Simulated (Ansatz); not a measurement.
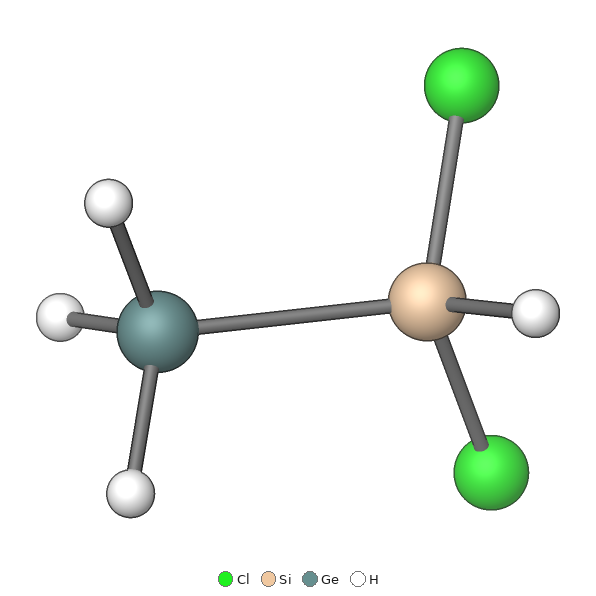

Ball-and-stick drawing of a structure. Every bond is drawn as one stick, whatever its order.

The computed structure is the end point of a PBE0-D4/def2-TZVP optimisation.

What is the molecular formula?

Answer. Cl2GeH4Si, 8 atoms: 2 chlorine, 1 germanium, 4 hydrogen and 1 silicon.

How many atoms are distinct by symmetry?

Answer. 6: 2 Cl, 1 Si, 1 Ge, 1 H, 2 H, 1 H.

Which point group does it belong to?

Answer. Cs.

How many bonds of each kind are drawn?

Answer. 3 Ge–H, 2 Cl–Si, 1 Ge–Si, 1 Si–H.

More results for the same structure follow; atom numbers are the same in all pictures, views and colours differ.

**Geometry**

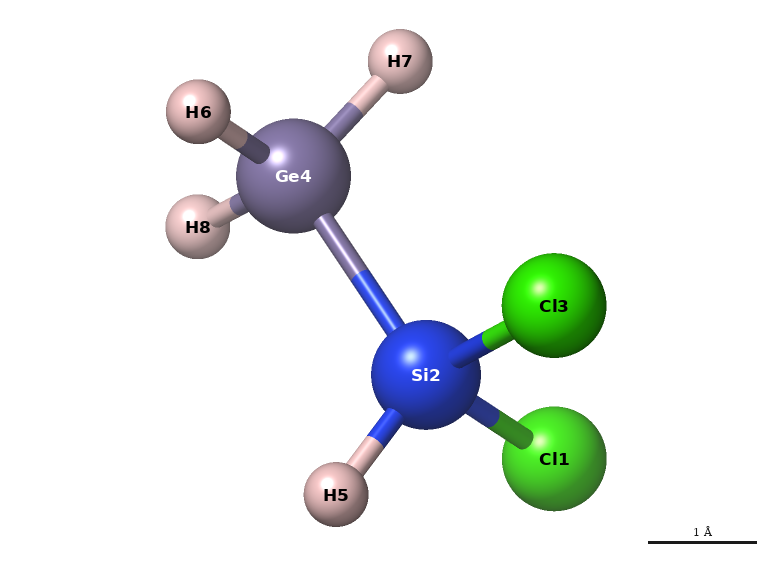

Numbered structure.

Describe the coordination of atom 2.

Answer. Si2 has 4 neighbours (Cl1 at 2.05, Cl3 at 2.05, Ge4 at 2.38, H5 at 1.48 Å); the arrangement is tetrahedral.

What is the geometry at Ge4?

Answer. Ge4 has 4 neighbours (Si2 at 2.38, H6 at 1.54, H7 at 1.53, H8 at 1.54 Å); the arrangement is tetrahedral.

**Vibrations**

Harmonic vibrations computed with RKS PBE0-D4/def2-TZVP (Ansatz 0.2.0) at a stationary point of the same level.

List the wavenumbers.

Answer. 18 modes: 82, 96, 126, 190, 333, 457, 473, 537, 581, 745, 781, 806, 877, 877, 2155, 2166, 2172, 2246 cm⁻¹.

**Electronic properties**

Properties computed with RKS CAM-B3LYP-D4/def2-TZVPP (Ansatz 0.2.0).

Give the dispersion correction at this level.

Answer. −20.9 kJ/mol.

What is the HOMO–LUMO gap?

Answer. 10.20 eV.

Estimate the HOMO energy (Kohn–Sham orbital).

Answer. −9.48 eV.

**Charges**

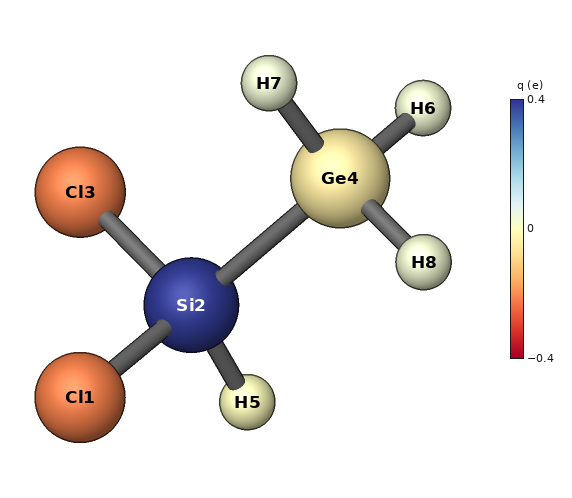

Atoms are coloured by their Mulliken charges. Method: RKS PBE0-D4/def2-TZVP (Ansatz 0.2.0).

Which atom carries the highest charge (most positive or least negative)?

Answer. Si2 (0.39 e).

And the lowest?

Answer. Cl1, Cl3 (−0.22 e).

List the Mulliken charges.

```
atom  value (e)
 Cl1      −0.22
 Si2       0.39
 Cl3      −0.22
 Ge4      −0.05
  H5       0.00
  H6       0.03
  H7       0.03
  H8       0.03
```

Mulliken values depend strongly on the basis set and can even reverse the polarity of a bond.
